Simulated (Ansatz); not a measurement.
# CH4NSi: the cost of one run

Program: Ansatz 0.2.0. Level of theory: UKS PBE0-D4/def2-SVP. These are calculated values, not measurements.

### 1 The system as given

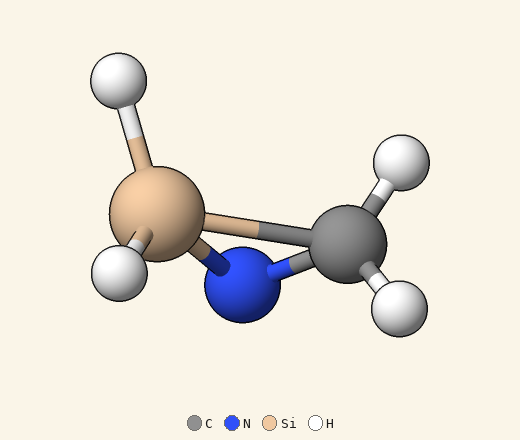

The starting structure, seen from a chosen angle (carbon grey, nitrogen blue, silicon light orange, hydrogen white).

Structure file:

```xyz
7

C    -0.6876   -0.0569   -0.7897
N    -0.9830   -0.5252    0.4660
Si    0.5418   -0.0339    0.8995
H    -0.3987   -0.7395   -1.5801
H    -1.0791    0.8959   -1.1266
H     1.7438   -0.8451    0.7514
H     0.8627    1.3046    1.3795
```

### 2 Relaxing the start

input.yaml

```yaml
crystal:
  periodic: [false, false, false]
  atoms:
    - { symbol: C, position_ang: [-0.68756, -0.05689, -0.78974] }
    - { symbol: "N", position_ang: [-0.98299, -0.52516, 0.46603] }
    - { symbol: Si, position_ang: [0.54179, -0.03387, 0.8995] }
    - { symbol: H, position_ang: [-0.39871, -0.73949, -1.58012] }
    - { symbol: H, position_ang: [-1.07905, 0.8959, -1.12665] }
    - { symbol: H, position_ang: [1.74383, -0.8451, 0.75145] }
    - { symbol: H, position_ang: [0.86269, 1.30461, 1.37953] }
magnetization:
  spin_polarized: true
  initial_magnetization: 1
basis:
  gaussian: { orbitals: def2-SVP }
hamiltonian:
  xc: pbe0
  dispersion: d4
relax:
  f_tol: 0.02
  max_steps: 40
```

Started as:

```sh
$ ansatz run input.yaml --threads 1 --pin off --max-ram 2048MiB --backend cpu --events-out ev --progress --plain --runs-dir out
```

**Question.** How long does this run take on 1 thread of AMD EPYC (Zen 3), shared host, and how much memory does it need?

About 84 s, with a peak of 0.15 GiB.
